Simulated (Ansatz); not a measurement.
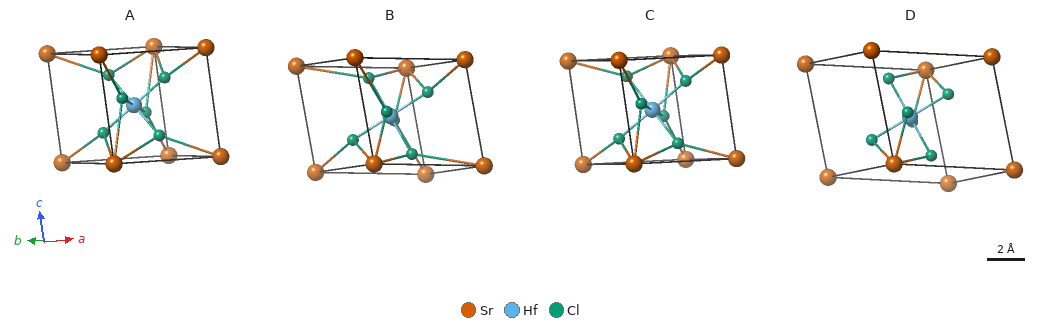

4 geometries from one relaxation of crystalline SrHfCl$_{6}$ (built on the KCrF6-148 type type), in shuffled order. The picture is a ball-and-stick view of the cell of the calculation, seen from a free direction.

Computed with DFT, PBEsol, plane waves, PAW in Ansatz. Settings: plane-wave cutoff 420 eV; k-point mesh 4 × 4 × 4; occupations fermi dirac; smearing width 0.03 eV; no spin polarisation; cell and atoms relaxed; force threshold 0.01 eV/Å; at most 120 steps.

### Order the frames from highest to lowest energy.

A, C, B, D. They are steps 0, 4, 8, 18, at +301 meV per atom, +50.3 meV per atom, +13.6 meV per atom relative to the last. The largest moves relative to the cell, 0.79 Å, are those of Cl atoms. Hf and Sr stay in place. Cell: a = b = c 6.208 → 6.806 Å (+9.6 %), α 98.0° → 108.0°, β 98.0° → 108.0°, γ 98.0° → 108.0°. Volume +10.1 %. Near-neighbour distances that change, for instance: Cl–Sr 3.578 → 4.647 Å, Cl–Sr 3.738 → 2.918 Å, Cl–Hf 2.278 → 2.448 Å. Bond angles that change, for instance: Cl–Hf–Cl 90.1° → 92.5°, Cl–Hf–Cl 89.9° → 87.5°. The space group stays R-3 (No. 148). Over 15 accepted moves (18 points after the start) the energy falls by 301 meV per atom. The largest force component goes from 2.6 to 0.0013 eV/Å. Pressure: 6.30 GPa at the start and 0.00 GPa at the end. The line search rejected the trial step at point 10 of the run. The SCF was repeated twice at an unchanged geometry on a basis and grid sized afresh for the cell, which shifted the energy by 1.8 meV per atom at most.
